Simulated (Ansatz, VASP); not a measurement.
**Cross-check of BN (Qingsongite) between VASP and Ansatz**

One calculation is typed for both programs; each brings its own data sets and cutoff. How far apart do they land? The cell comes out of the VASP series on this material, whose earlier steps may have relaxed, scaled or displaced it; both programs get it as it stands.

Method: plane waves, with VASP 6.6.1 beside it; relaxation of cell and atoms at LDA, in Ansatz 0.2.0.

## (1) The structure

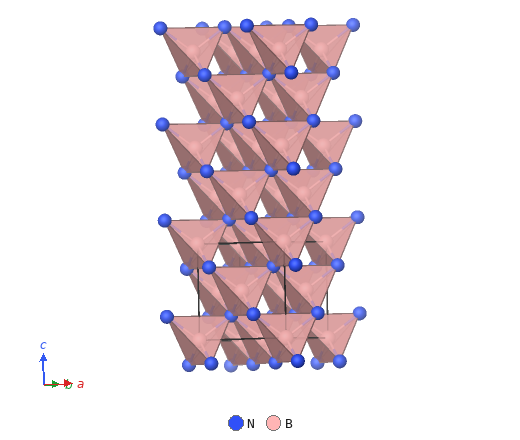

Start, viewed slightly off an axis; nitrogen blue, boron pink. 1×1×3 cells are drawn. This picture shows the conventional cell, with its axes. Some periodic images of atoms are drawn too.

## (2) Ansatz: relaxation of cell and atoms, LDA

Ansatz runs on its default PAW (the set named soft_2) files.

The relaxed volume is the usual yardstick between codes: its relative difference is about their pressure difference at one cell divided by the bulk modulus.

input.yaml

```yaml
crystal:
  lattice:
    - [0.0, 1.7918006284, 1.7918006284]
    - [1.7918006284, 0.0, 1.7918006284]
    - [1.7918006284, 1.7918006284, 0.0]
  atoms:
    - { symbol: "N", position: [0.75, 0.75, 0.75] }
    - { symbol: B, position: [0.0, 0.0, 0.0] }
hamiltonian:
  xc: lda
  pseudopotentials: { kind: paw }
kpoints:
  mp_grid: { grid: [10, 10, 10] }
scf:
  occupations: { method: gaussian, width: 0.03 }
relax:
  f_tol: 0.01
  max_steps: 60
  cell: { stress_tol: 0.05 }
output:
  forces: true
  stress: true
```

Launch:

```sh
$ ansatz run input.yaml --threads 4 --pin off --max-ram 9216MiB --backend cpu --events-out ev --progress --plain --runs-dir out
```

Numbers of over 12 decimals in the logs are rounded to 6 here.

What it wrote:

```text
Engine: ansatz 0.2.0, aarch64-unknown-linux-gnu
Pseudopotentials: kind: paw
Pseudopotential: N, paw, valence charge 5, recommended cutoff 420 eV (normal), N.paw.azcp
Pseudopotential: B, paw, valence charge 3, recommended cutoff 420 eV (normal), B.paw.azcp
Functional definition: SPW92
  exchange = slater_x
  correlation = pw_c
Crystal: 2 atoms, lattice volume = 11.505 Å³
Basis set: ecut = 420 eV, 229 PW (Γ)
Bands: 8, of which v1, the nominal top of the filled ones, is band 4 counted from 1 (3 counted from 0)
Symmetry: 24 space group operations
Space group: F-43m (ITA 216), of the structure as read, at distance tolerance 2.3e-5 Å
k-points: 47 of 1000 (time reversal used)
Non-local potential: N, projectors of the file, l = 0: 2, l = 1: 2, l = 2: 1
Non-local potential: B, projectors of the file, l = 0: 2, l = 1: 2, l = 2: 1
PAW form: soft (Blöchl's): semilocal exchange-correlation on the pseudo side does not see the compensation charge
PAW frozen core: N, regenerated for the run's functional, and the local potential with it (the file was generated under x = pbe(κ = 0.804, μ = 0.219515), c = pbe(β = 0.066725))
PAW frozen core: B, regenerated for the run's functional, and the local potential with it (the file was generated under x = pbe(κ = 0.804, μ = 0.219515), c = pbe(β = 0.066725))
PAW one-centre angular grid: N, 110 points (default); XC on 64 Gauss nodes
PAW one-centre angular grid: B, 110 points (default); XC on 64 Gauss nodes
Initial density: superposition of atomic densities (neutral atoms: chi_scale 0, normalization atom), corrected by the library's trained network
Initial wavefunctions: pseudopotential atomic-orbital guess
Functional: x = slater, c = lda
SCF iter   1: F=—  HF=-526.470076 eV  |F-HF|=—  |Δ(HF+E_count)|=         —  Δρ=7.87e-3  dr2=5.22e-3  ethr=1.77e-3  ⟨swp⟩=4.5  Hψ=2390  notcnv=0
preconditioner: auto → none  [insulator: Δε(μ)=4.327 eV  Ē_g=20.191 eV  σ=0.030 eV  W_gap=1.00  n_scr=0 (ndim 8)  ℏωp=31.0 eV  f_vac=0.000  D(μ)=0.00/eV (n_scr^D=0)  ε∞_Penn≈3.4]
SCF iter   2: F=—  HF=-526.468625 eV  |F-HF|=—  |Δ(HF+E_count)|=   1.45e-3  Δρ=3.28e-3  dr2=4.54e-4  ethr=6.52e-5  ⟨swp⟩=2.1  Hψ=960  notcnv=0
SCF iter   3: F=—  HF=-526.468484 eV  |F-HF|=—  |Δ(HF+E_count)|=   1.41e-4  Δρ=1.39e-3  dr2=7.17e-5  ethr=5.67e-6  ⟨swp⟩=2.1  Hψ=550  notcnv=0
SCF iter   4: F=—  HF=-526.468463 eV  |F-HF|=—  |Δ(HF+E_count)|=   2.08e-5  Δρ=2.96e-4  dr2=3.22e-6  ethr=8.96e-7  ⟨swp⟩=1.0  Hψ=376  notcnv=0
iter 5 did not close the SCF: its close was put off for the readings that it lacked (scf_convergence_deferred on its scf_iter line)
SCF iter   5: F=-526.468463 eV  HF=-526.468463 eV  |F-HF|=8.30e-9  |Δ(HF+E_count)|=   8.53e-7  Δρ=2.80e-5  dr2=3.28e-8  ethr=4.03e-8  ⟨swp⟩=1.1  Hψ=392  notcnv=0
SCF iter   6: F=-526.468463 eV  HF=-526.468463 eV  |F-HF|=3.98e-12  |Δ(HF+E_count)|=   3.76e-9  Δρ=1.58e-6  dr2=6.03e-11  ethr=4.10e-10  ⟨swp⟩=1.9  Hψ=1214  notcnv=0
SCF 1 converged in 6 iterations: F = -526.468463 eV  dr2 = 6.03e-11
  greatest PAW one-centre occupation: 0.782 electrons in one spin orbital (limit 2), on the N atom at site 0 (counted from 0), in its partial waves of l = 0
relax step   1: F+E_penalty+E_count = -526.46846252 eV  Δ(F+E_penalty+E_count) = +0.000e0 eV  max|allowed force component| = 4.441e-16 eV/Å  Δτ_max = 0.0000 Å  P = -1.041 GPa  Ω = 11.505 Å³  (6 SCF iters, dr2 threshold 1.00e-7 eV, accepted)
[...]
relax step   2: F+E_penalty+E_count = -526.46868300 eV  Δ(F+E_penalty+E_count) = -2.205e-4 eV  max|allowed force component| = 5.551e-17 eV/Å  Δτ_max = 0.0000 Å  P = -0.432 GPa  Ω = 11.488 Å³  energy of the carried Pulay correction = +1.424e-4 eV  (4 SCF iters, dr2 threshold 2.00e-7 eV, accepted)
[...]
relax step   3: F+E_penalty+E_count = -526.46879975 eV  Δ(F+E_penalty+E_count) = -1.167e-4 eV  max|allowed force component| = 3.932e-17 eV/Å  Δτ_max = 0.0000 Å  P = -0.004 GPa  Ω = 11.476 Å³  energy of the carried Pulay correction = +2.431e-4 eV  (3 SCF iters, dr2 threshold 2.00e-7 eV, accepted)
[...]
relax step   4: F+E_penalty+E_count = -526.46876632 eV  Δ(F+E_penalty+E_count) = +3.343e-5 eV  max|allowed force component| = 9.483e-17 eV/Å  Δτ_max = 0.0000 Å  P = -0.030 GPa  Ω = 11.476 Å³  stress off target by 3.03e-2 GPa  SCF on the basis re-selected at this cell (its energy is not comparable with the rows above)  (5 SCF iters)
basis re-selected at this cell: Δ(F+E_penalty+E_count) = +3.343e-5 eV, ΔP = -0.027 GPa vs the last step (what re-selecting the basis moved, of the pressure what is left beyond the Pulay correction that the steps carried, after the strain that the cell walked since its last selection, with what the two solves' SCF thresholds leave and, on support functions, any second-order correction that the steps lacked; it is no m [...]
SCF converged after 5 iterations
Free energy (F): -526.468766 eV
Harris-Foulkes:  -526.468766 eV  (|F-HF|=0.00e0)
Internal energy: -526.468766 eV  (E = F + TS)
E sigma→0 (E₀):  -526.468766 eV
Fermi energy:    13.588046 eV
--- Per-component energies (eV) ---
  E_band       = 27.366907
  E_kinetic    = 186.867445
  E_local      = -173.760793  (includes V_loc(G=0)·N_el)
  E_nonlocal   = 58.777643
  E_hartree    = 47.870024
  E_xc         = -92.987004
  E_vxc        = -116.098059  (∫ρ·V_xc dr)
  E_paw        = -191.533583  (= ΣΔE_a)
  E_vpaw       = -24.159474  (= ΣTr[D̂ρ^β])
  E_aug_tail   = 0.000098  (compensation charges beyond the density's cutoff)
  E_ewald      = -361.828475
  E_core_change = 0.125878  (= ΣΔE_core)
  E_smearing   = -0.000000  (= −TS)
  E_closure    = 0.000000  (closes the sum)
  Σ components = -526.468766   (vs F -526.468766, Δ=0.00e0)
--- Forces (eV/Å), atoms counted from 1 ---
  atom   1  N      0.00000000     0.00000000     0.00000000
  atom   2  B     -0.00000000     0.00000000     0.00000000
  max |Σ_I F_I| component: 1.39e-16 eV/Å
--- Stress (GPa, compression-positive) ---
       -0.030258      -0.000000      -0.000000
       -0.000000      -0.030258       0.000000
       -0.000000       0.000000      -0.030258
  P = ⅓ Tr σ = -0.0303 GPa (-0.303 kbar)
--- Relaxed structure (3 steps of the walk, 3 accepted, 1 SCFs on fresh bases) ---
  F+E_penalty+E_count = -526.46876632 eV   max|allowed force component| = 9.483e-17 eV/Å   (the final SCF, on the basis selected at the relaxed cell)
  cell:  # Å, volume = 11.4764 Å³
    - [0, 1.790297, 1.790297]
    - [1.790297, 0, 1.790297]
    - [1.790297, 1.790297, 0]
  atoms:
    - { symbol: N, position: [0.75, 0.75, 0.75] }
    - { symbol: B, position: [0, 0, 0] }
```

Run time: 0.87 s. Hardware: 4 threads of Arm Neoverse V1, shared host; peak memory 0.25 GiB.

## (3) VASP: relaxation of cell and atoms, LDA

The same cell, functional (in two slightly different forms), mesh and smearing now go to VASP, with its own data sets and cutoff.

Lines of VASP's logs that name or quote its potential files are left out, and so is its time.

INCAR

```
SYSTEM = BN
PREC = Accurate
ENCUT = 520
EDIFF = 1E-06
NELM = 100
ISMEAR = 0
SIGMA = 0.03
LREAL = .FALSE.
ALGO = Normal
GGA = CA
NBANDS = 10
LORBIT = 11
LWAVE = .FALSE.
LCHARG = .FALSE.
KPAR = 8
IBRION = 2
NSW = 50
ISIF = 3
EDIFFG = -0.006
```

POSCAR

```
BN
1.0
    0.0000000000      1.7918006284      1.7918006284
    1.7918006284      0.0000000000      1.7918006284
    1.7918006284      1.7918006284      0.0000000000
N B
1 1
Direct
    0.7500000000      0.7500000000      0.7500000000
    0.0000000000      0.0000000000      0.0000000000
```

KPOINTS

```
Automatic mesh
0
Gamma
10 10 10
0 0 0
```

PAW data sets: N and B (LDA family, release 64).

Launch:

```sh
$ mpirun -np 8 vasp_std
```

What it wrote:

```text
[banner, memory and clock lines left out]
running    8 mpi-ranks, on    1 nodes
 distrk:  each k-point on    1 cores,    8 groups
 distr:  one band on    1 cores,    1 groups

 POSCAR found type information on POSCAR N B
 POSCAR found :  2 types and       2 ions
|                                                                             |
|           W    W    AA    RRRRR   N    N  II  N    N   GGGG   !!!           |
|           W    W   A  A   R    R  NN   N  II  NN   N  G    G  !!!           |
|           W    W  A    A  R    R  N N  N  II  N N  N  G       !!!           |
|           W WW W  AAAAAA  RRRRR   N  N N  II  N  N N  G  GGG   !            |
|           WW  WW  A    A  R   R   N   NN  II  N   NN  G    G                |
|           W    W  A    A  R    R  N    N  II  N    N   GGGG   !!!           |
|                                                                             |
|     For optimal performance we recommend to set                             |
|       NCORE = 2 up to number-of-cores-per-socket                            |
|     NCORE specifies how many cores store one orbital (NPAR=cpu/NCORE).      |
|     This setting can greatly improve the performance of VASP for DFT.       |
|     The default, NCORE=1 might be grossly inefficient on modern             |
|     multi-core architectures or massively parallel machines. Do your        |
|     Unfortunately you need to use the default for GW and RPA                |
|     calculations (for HF NCORE is supported but not extensively tested      |
|     yet).                                                                   |
|                                                                             |

 LDA part: xc-table for (Slater(with rela. corr.)+CA(PZ))
 , standard interpolation
 POSCAR, INCAR and KPOINTS ok, starting setup
 FFT: planning ... GRIDC
 FFT: planning ... GRID_SOFT
 FFT: planning ... GRID
 WAVECAR not read
 entering main loop
       N       E                     dE             d eps       ncg     rms          rms(c)
DAV:   1     0.482375743690E+01    0.48238E+01   -0.50637E+03  1004   0.791E+02
DAV:   2    -0.202593151567E+02   -0.25083E+02   -0.24540E+02  1146   0.155E+02
DAV:   3    -0.205929428420E+02   -0.33363E+00   -0.33320E+00  1090   0.152E+01
DAV:   4    -0.205933754908E+02   -0.43265E-03   -0.43264E-03  1014   0.617E-01
DAV:   5    -0.205933759202E+02   -0.42935E-06   -0.42934E-06  1072   0.197E-02    0.665E+00
DAV:   6    -0.195646118629E+02    0.10288E+01   -0.33320E+00   960   0.113E+01    0.317E+00
DAV:   7    -0.194465044319E+02    0.11811E+00   -0.96277E-02  1036   0.264E+00    0.180E+00
DAV:   8    -0.194140848180E+02    0.32420E-01   -0.50413E-02  1046   0.161E+00    0.186E-01
DAV:   9    -0.194139330546E+02    0.15176E-03   -0.89225E-04  1022   0.277E-01    0.827E-02
DAV:  10    -0.194139174397E+02    0.15615E-04   -0.43223E-05  1064   0.668E-02    0.138E-02
DAV:  11    -0.194139179043E+02   -0.46459E-06   -0.18544E-06   728   0.971E-03
   1 F= -.19413918E+02 E0= -.19413918E+02  d E =-.194139E+02
 curvature:   0.00 expect dE= 0.000E+00 dE for cont linesearch  0.000E+00
 trial: gam= 0.00000 g(F)=  0.811E-47 g(S)=  0.405E-07 ort = 0.000E+00 (trialstep = 0.100E+01)
 search vector abs. value=  0.406E-07
 reached required accuracy - stopping structural energy minimisation
```

OUTCAR, selected parts (step 3):

```text
ion  position               nearest neighbor table
   1  0.750  0.750  0.750-   2 1.55   2 1.55   2 1.55   2 1.55
   2  0.000  0.000  0.000-   1 1.55   1 1.55   1 1.55   1 1.55

  LATTYP: Found a face centered cubic cell.
 ALAT       =     3.5836012568

 Subroutine GETGRP returns: Found 24 space group operations
 (whereof 24 operations were pure point group operations)

The static configuration has the point symmetry T_d .

 Found     47 irreducible k-points:

   k-points           NKPTS =     47   k-points in BZ     NKDIM =     47   number of bands    NBANDS=     10

   dimension x,y,z NGX =    20 NGY =   20 NGZ =   20
   dimension x,y,z NGXF=    40 NGYF=   40 NGZF=   40

   ENCUT  =  520.0 eV  38.22 Ry    6.18 a.u.   4.71  4.71  4.71*2*pi/ulx,y,z

   NELECT =       8.0000    total number of electrons

 k-points in reciprocal lattice and weights: Automatic mesh
   0.00000000  0.00000000  0.00000000       0.001
   0.10000000  0.00000000  0.00000000       0.008
   0.20000000  0.00000000  0.00000000       0.008
   0.30000000  0.00000000  0.00000000       0.008
   0.40000000  0.00000000  0.00000000       0.008
   0.50000000  0.00000000  0.00000000       0.004
   0.10000000  0.10000000  0.00000000       0.006
   0.20000000  0.10000000  0.00000000       0.024
   0.30000000  0.10000000  0.00000000       0.024
[...]
-0.30000000  0.40000000  0.20000000       0.024
  -0.30000000  0.50000000  0.20000000       0.012

 average (electrostatic) potential at core
       1 -59.8036       2 -29.2075

 E-fermi :   7.8692

 k-point     1 :       0.0000    0.0000    0.0000
  band No.  band energies     occupation
      1     -12.6492      2.00000
      2       7.7198      2.00000
      3       7.7198      2.00000
      4       7.7198      2.00000
      5      16.5265      0.00000
      6      16.5265      0.00000
      7      16.5265      0.00000
      8      18.5875      0.00000
      9      32.7066      0.00000
    ...

 k-point     2 :       0.1000    0.0000    0.0000
  band No.  band energies     occupation
      1     -12.4001      2.00000
      2       6.4365      2.00000
      3       7.4562      2.00000
      4       7.4562      2.00000
      5      16.8786      0.00000
      6      16.9223      0.00000
      7      16.9223      0.00000
      8      19.3122      0.00000
      9      32.2636      0.00000
    ...

 k-point     3 :       0.2000    0.0000    0.0000
  band No.  band energies     occupation
      1     -11.6656      2.00000
      2       3.6818      2.00000
      3       6.8665      2.00000
      4       6.8665      2.00000
      5      17.3865      0.00000
      6      17.7357      0.00000
      7      17.7357      0.00000
      8      20.8467      0.00000
      9      31.5294      0.00000
    ...

  Total       -0.0007477     -0.0007477     -0.0007477      0.0000000      0.0000000     -0.0000000
  in kB       -0.1041157     -0.1041157     -0.1041157      0.0000000      0.0000000     -0.0000000
  external PRESSURE =      -0.1041157 kB  Pullay stress =       0.0000000 kB

  energy-cutoff  :      520.00
  volume of cell :       11.51
      direct lattice vectors                 reciprocal lattice vectors
     0.000000000  1.791800628  1.791800628    -0.279048903  0.279048903  0.279048903
     1.791800628  0.000000000  1.791800628     0.279048903 -0.279048903  0.279048903
     1.791800628  1.791800628  0.000000000     0.279048903  0.279048903 -0.279048903

 POSITION                                       TOTAL-FORCE (eV/Angst)
 -----------------------------------------------------------------------------------
      2.68770      2.68770      2.68770        -0.000000     -0.000000     -0.000000
      0.00000      0.00000      0.00000         0.000000      0.000000      0.000000
 -----------------------------------------------------------------------------------
    total drift:                                0.000000      0.000000      0.000000

  FREE ENERGIE OF THE ION-ELECTRON SYSTEM (eV)
  ---------------------------------------------------
  free  energy   TOTEN  =       -19.4139179043 eV

  energy  without entropy=      -19.4139179043  energy(sigma->0) =      -19.41391790

 reached required accuracy - stopping structural energy minimisation

 total charge
# of ion       s       p       d       tot
------------------------------------------
    1        1.202   2.761   0.000   3.963
    2        0.682   1.409   0.000   2.091
--------------------------------------------------
tot          1.884   4.170   0.000   6.055

[... 3 further parts left out ...]
```

## (4) Comparison

Known differences besides the PAW data sets themselves: the two LDA forms differ slightly; both relaxations stop at a tolerance, which leaves soft axes loose, and VASP keeps its plane-wave basis; the cutoff is 420 eV in Ansatz and 520 eV in VASP; Ansatz makes its cores anew for this functional, VASP keeps those of its LDA data sets; Ansatz adds a Pulay correction to the stress that steers its cell, VASP none. Total energies have different zeros and are not compared.

Compared:

| quantity | Ansatz | VASP | difference |
| --- | --- | --- | --- |
| volume (Å³) | 11.48 | 11.51 | -0.25 % |
| edge a after relaxation, in the typed setting (Å) | 2.532 | 2.534 | -0.08 % |

The walks stopped with -0.03 GPa left in Ansatz and -0.01 GPa in VASP; each walk ends within a tolerance, so the volume difference is uncertain by about these residues over the bulk modulus, most in soft cells.

## (5) Summary of results

```
difference in volume (relaxation of cell and atoms, LDA) : -0.25 %
```

What this shows: The difference in volume is -0.25 % (relaxation of cell and atoms, LDA), within the 1.2 % picked in this series as the mark of a large difference, as far as the stopping tolerances let one tell. How closely two codes agree says nothing of how well the functional describes the real material.

[Lines on the potential files, build, host, timing and source positions are cut from VASP's logs without a mark.]

[Logs are printed without paths, hosts, clocks, repeated set-up lines and the standing remarks that a program may print on its own settings, such as how far it seeks lower states.]

[Hosts, paths, dates, database ids (printed as entryN), source tags and the programs' standing remarks are cut or masked in the printed files.]
